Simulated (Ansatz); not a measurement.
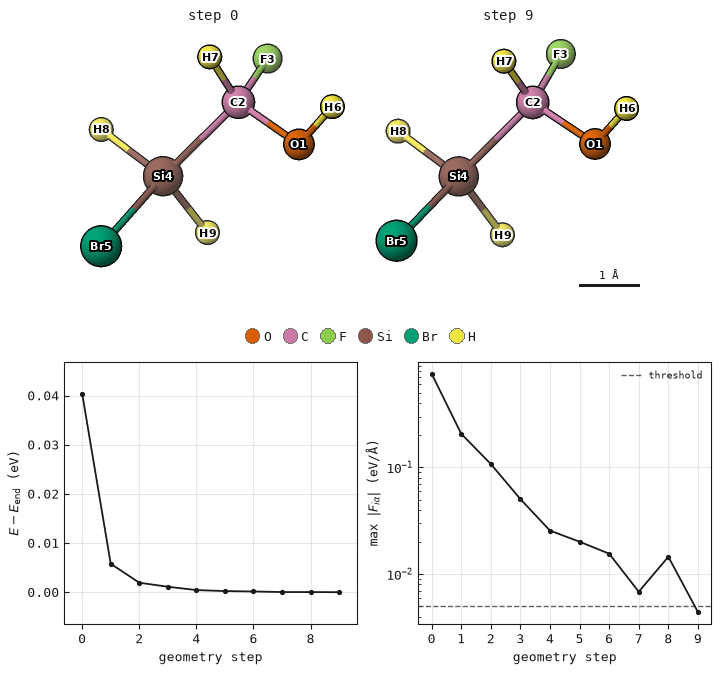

First and last geometry of a relaxation of CH4BrFOSi, with the history of the run. The picture is a ball-and-stick view, seen from a free direction.

The start comes from PBE-D4/def2-SVP.

All numbers below come from RKS PBE0-D4/def2-TZVP (Ansatz 0.2.0).

Input file:
```yaml
crystal:
  periodic: [false, false, false]
  atoms:
    - {symbol: O, position_ang: [0.384043, 1.559492, 0.369030]}
    - {symbol: C, position_ang: [0.606400, 0.201997, 0.443242]}
    - {symbol: F, position_ang: [0.489678, -0.269224, 1.774725]}
    - {symbol: Si, position_ang: [-0.789042, -0.726552, -0.496659]}
    - {symbol: Br, position_ang: [-0.696939, -0.257612, -2.686909]}
    - {symbol: H, position_ang: [1.163720, 2.024208, 0.732578]}
    - {symbol: H, position_ang: [1.633243, -0.089518, 0.109915]}
    - {symbol: H, position_ang: [-0.590783, -2.201346, -0.314555]}
    - {symbol: H, position_ang: [-2.112021, -0.287746, 0.051633]}
basis:
  gaussian: {orbitals: def2-TZVP}
hamiltonian: {xc: pbe0, dispersion: d4}
relax: {f_tol: 0.005, max_steps: 150}
```

Command:
```bash
ansatz run in.yaml --threads 4 --pin off --events-out ev --progress --plain --max-ram 10444MiB
```

Question: Did the run converge, and what did it change?

Answer: It converged. The energy falls by 0.040 eV in 9 geometry steps. Largest force component: 0.76 eV/Å at the start, 0.0044 eV/Å at the end. The atom that moves furthest after the best rigid fit is F3 (0.10 Å). Largest moves by element: F 0.10 Å, Br 0.09 Å, H 0.08 Å, O 0.07 Å, Si 0.02 Å, C 0.02 Å. Near-neighbour distances that change, for instance: Si4–Br5 2.242 → 2.216 Å, C2–H7 1.118 → 1.098 Å, Si4–H8 1.499 → 1.480 Å, C2–F3 1.417 → 1.399 Å. Bond angles that change, for instance: F3–C2–Si4 103.8° → 106.7°. The run took 35 s on 4 threads of Arm Neoverse V2, with other jobs on the host.
